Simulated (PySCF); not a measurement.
**C2H6N2, SMILES `CN=NC`: what the electrons do**

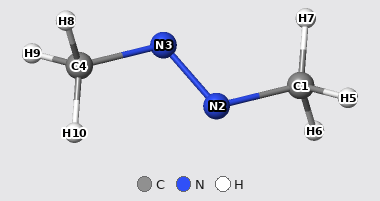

The molecule, with its atoms numbered as below. No frequency check shows the geometry to be a minimum.

Cartesian coordinates (Å):

```
C1       1.7830    0.0696   -0.0003
N2       0.4437   -0.4366   -0.0005
N3      -0.4437    0.4366   -0.0005
C4      -1.7830   -0.0696   -0.0003
H5       2.2879   -0.3306    0.8798
H6       2.2879   -0.3306   -0.8806
H7       1.8257    1.1636    0.0061
H8      -2.2879    0.3306    0.8798
H9      -2.2879    0.3306   -0.8806
H10     -1.8257   -1.1636    0.0061
```

### 1. In an electric field

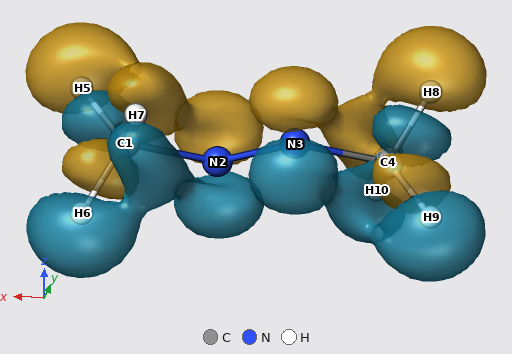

Change of the electron density in a uniform field of 0.41 V/Å, surfaces at ±0.003 e/Å³ (yellow: gain, teal: loss).

Computed with PySCF, r2SCAN/def2-SVP, geometry: GFN2-xTB. A basis without diffuse functions makes polarisabilities too small.

Question: Along which Cartesian direction does the field point?

Answer: Along −z: electrons gather on the +z side, against the field.

Question: What dipole is induced, and what polarisability does it imply?

Answer: The induced dipole is 0.56 D (along the field); α along this axis, from the fields in both directions, is 27 bohr³ (4.1 Å³).

Question: Which atoms gain and lose the most charge?

Answer: Electrons gather most on H5 and H8 alike (Hirshfeld charge changes by −0.012 e) and leave H6 and H9 alike most (+0.012 e); 0.071 electrons are displaced in all.

### 2. Localised orbitals

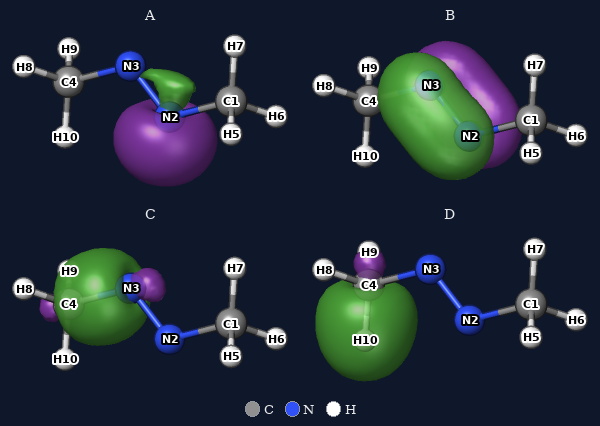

Pipek–Mezey orbitals, occupied; each surface holds about 85 % of the orbital's density. Energies are diagonal elements of the Fock matrix.

Method: M06-2X/6-31G*; geometry: GFN2-xTB; program: PySCF.

Question: What does each orbital represent in a Lewis picture?

Answer: By panel:
- A: lone pair on N2 (sp1.3-type) (N2 98 %; −12.5 eV)
- B: π bond N2–N3 (N2 49 %, N3 49 %; −12.0 eV)
- C: σ bond N3–C4 (N3 56 %, C4 43 %; −19.6 eV)
- D: σ bond C4–H10 (C4 56 %, H10 44 %; −15.1 eV)

### 3. Stretching a bond

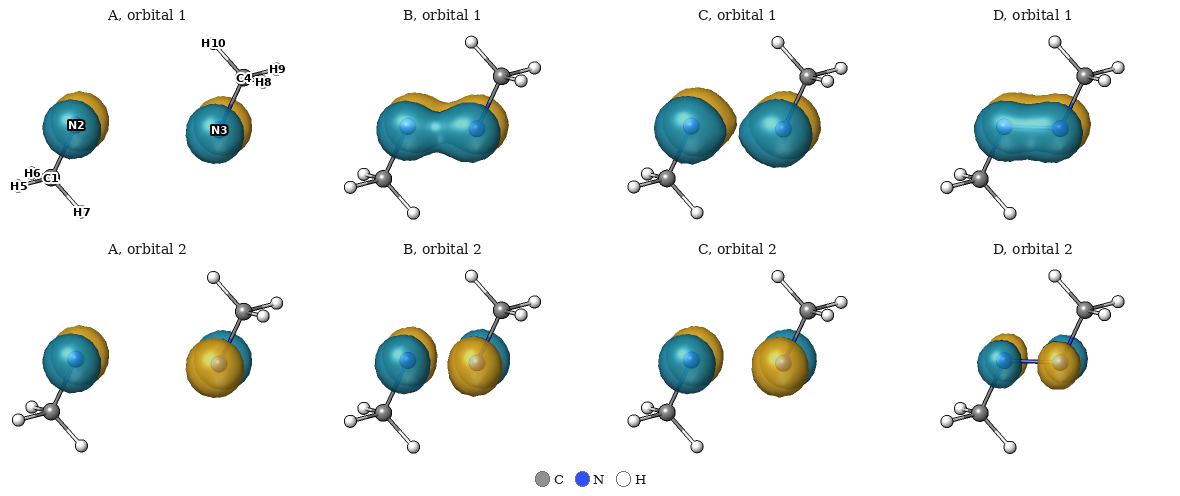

Rigid stretch of the N2–N3 bond. The two CASSCF(4,4) natural orbitals nearest half filling (orbital 1 the more occupied).

PySCF calculation, def2-SVP basis, gas phase; geometry: GFN2-xTB.

Question: The columns are at 1.37, 1.69, 2.25 and 3.50 Å, in some order. Assign them, and give the occupations.

Answer: A: 3.50 Å, occupations 1.01 and 0.99. B: 1.69 Å, occupations 1.70 and 0.30. C: 2.25 Å, occupations 1.20 and 0.80. D: 1.37 Å, occupations 1.88 and 0.12.

UHF's ⟨S²⟩ passes 1 along the scan (up to 2.04), so it also polarises electrons outside the stretched bond; its energy lowering isn't due to that bond alone.

UHF already breaks spin symmetry near equilibrium here (⟨S²⟩ = 0.22 at 1.25 Å), for reasons apart from this bond.

Question: How much energy does the stretch cost?

Answer: By CASSCF, 4.4 eV from the lowest point of the scan (1.25 Å) to 3.50 Å; RHF gives 15.3 eV from its own lowest point. The fragments aren't relaxed and dynamic correlation is missing, so this isn't a bond dissociation energy.
